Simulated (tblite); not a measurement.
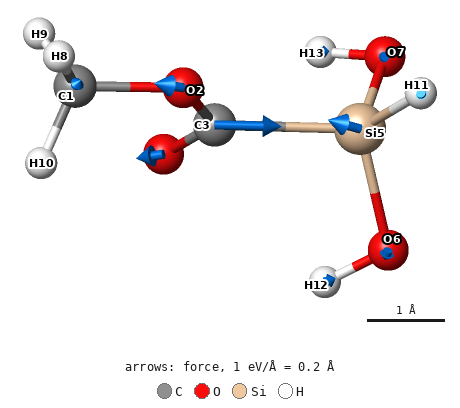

Starting geometry of C2H6O4Si (charge −1, multiplicity 2) with the computed forces as blue arrows. The picture is a ball-and-stick view, seen at a tilt.

All numbers below come from tblite, GFN2-xTB geometry optimisation, gas phase. 

Question: Is this structure relaxed? If not, where do the atoms go?

Answer: It isn't relaxed: the largest force vector, on a C atom, is 4.38 eV/Å. The final displacements have little in common with the starting forces (cosine between the two patterns −0.04). The energy falls by 0.878 eV in 191 geometry steps. The largest move after the best rigid fit is that of an O atom, 1.90 Å. Largest moves by element: O 1.90 Å, H 1.23 Å, C 0.50 Å, Si 0.20 Å. Among the contacts that change: C–O 1.390 → 1.488 Å, C–Si 1.906 → 1.843 Å, C–O 1.414 → 1.388 Å, H–O 0.974 → 0.954 Å. Among the angles between lasting bonds that change: C–Si–H 115.0° → 132.5°, O–C–Si 114.2° → 128.9°, O–C–O 131.4° → 117.3°. Groups turn about C–Si by about 95°, C–O by about 65°, O–Si by about 25°.
